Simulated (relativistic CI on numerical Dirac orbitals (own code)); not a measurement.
**Cu³⁺: 3p photoemission with charge transfer**

Wanted: the shape of the 3p photoemission spectrum of Cu³⁺ in a cubic metal-ligand cluster, for 5 values of Delta.

Method: charge-transfer multiplet model of a cubic metal-ligand cluster with up to 2 ligand holes, Slater and spin-orbit integrals from Dirac-Coulomb-Breit ions, Slater integrals scaled by 0.7. Code: relativistic CI on numerical Dirac orbitals (own code) version 3.

### 1 The system

* ion: Cu³⁺ (Cu IV)
* nuclear charge: 29
* electrons: 26
* d electrons: 8
* ligand holes at most: 2
* parameters: in eV; Veg, Vt2g hoppings, tenDq and tenDqL metal and ligand splittings (negative tenDq: tetrahedral), red the scaling of hopping with a core hole
* temperature: 20 K
* widths: Lorentz 0.9 eV, Gauss 0.8 eV

### 2 Delta = 2.1 eV

Input settings:

```ini
cluster ion=Cu3+ d8 ligand_holes=2 slater_scale=0.7
Delta=2.1 Udd=6.5 Upd=8.2 tenDq=-0.3 tenDqL=0 Veg=1.5 Vt2g=-2.55 red=0.8
spectrum xps 3p T=20 lorentz=0.9 gauss=0.8
```

Command:

```console
> python run_levels.py task.json out
```

One command runs all members of the session, one after another, from task.json.

### 3 Delta = -0.9 eV

Input settings:

```ini
cluster ion=Cu3+ d8 ligand_holes=2 slater_scale=0.7
Delta=-0.9 Udd=6.5 Upd=8.2 tenDq=-0.3 tenDqL=0 Veg=1.5 Vt2g=-2.55 red=0.8
spectrum xps 3p T=20 lorentz=0.9 gauss=0.8
```

### 4 Delta = 0.1 eV

Input settings:

```ini
cluster ion=Cu3+ d8 ligand_holes=2 slater_scale=0.7
Delta=0.1 Udd=6.5 Upd=8.2 tenDq=-0.3 tenDqL=0 Veg=1.5 Vt2g=-2.55 red=0.8
spectrum xps 3p T=20 lorentz=0.9 gauss=0.8
```

### 5 Delta = 1.1 eV

Input settings:

```ini
cluster ion=Cu3+ d8 ligand_holes=2 slater_scale=0.7
Delta=1.1 Udd=6.5 Upd=8.2 tenDq=-0.3 tenDqL=0 Veg=1.5 Vt2g=-2.55 red=0.8
spectrum xps 3p T=20 lorentz=0.9 gauss=0.8
```

### 6 Delta = 3.1 eV

Input settings:

```ini
cluster ion=Cu3+ d8 ligand_holes=2 slater_scale=0.7
Delta=3.1 Udd=6.5 Upd=8.2 tenDq=-0.3 tenDqL=0 Veg=1.5 Vt2g=-2.55 red=0.8
spectrum xps 3p T=20 lorentz=0.9 gauss=0.8
```

(Steps that only read results are left out.)

Q: Predict the outcome of this session. Wanted: d count; ground spin.

As calculated:

| run | d count | weight without ligand hole | ground S | up to four highest peaks (% of the highest), eV from the first main peak |
| --- | --- | --- | --- | --- |
| Delta = 2.1 eV | 8.36 | 0.66 | 1.00 | 0.0 (100), 1.7 (55), 5.6 (60), 14.6 (35) |
| Delta = -0.9 eV | 8.65 | 0.41 | 1.00 | 0.0 (100), 7.7 (40), 14.0 (38), 17.6 (11) |
| Delta = 0.1 eV | 8.54 | 0.50 | 1.00 | 0.0 (100), 7.0 (41), 13.6 (37), 16.5 (15) |
| Delta = 1.1 eV | 8.45 | 0.58 | 1.00 | 0.0 (100), 6.4 (49), 9.6 (28), 13.1 (31) |
| Delta = 3.1 eV | 8.29 | 0.72 | 1.00 | 0.0 (100), 1.9 (52), 5.3 (68), 14.3 (39) |

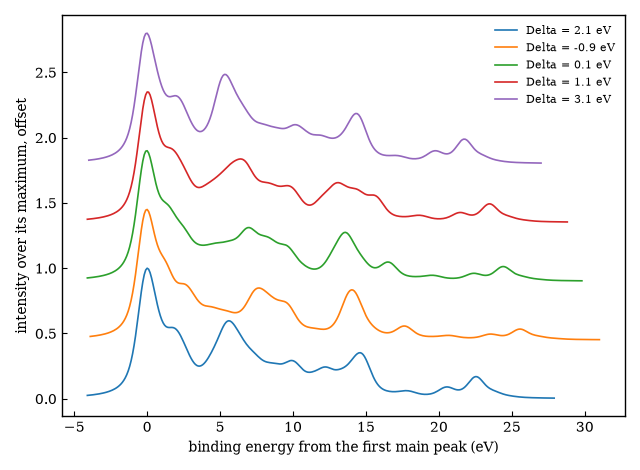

The spectra, each scaled to its maximum and offset.

```
                           quantity         value
                            d count  8.29 to 8.65
ground spin (effective S from ⟨S²⟩)          1.00
```

In words: From Delta = -0.9 eV to Delta = 3.1 eV the ground-state d count goes from 8.65 to 8.29. In the first run d8 holds 66 % of the ground state. The cluster parameters are drawn, not fitted to a compound.
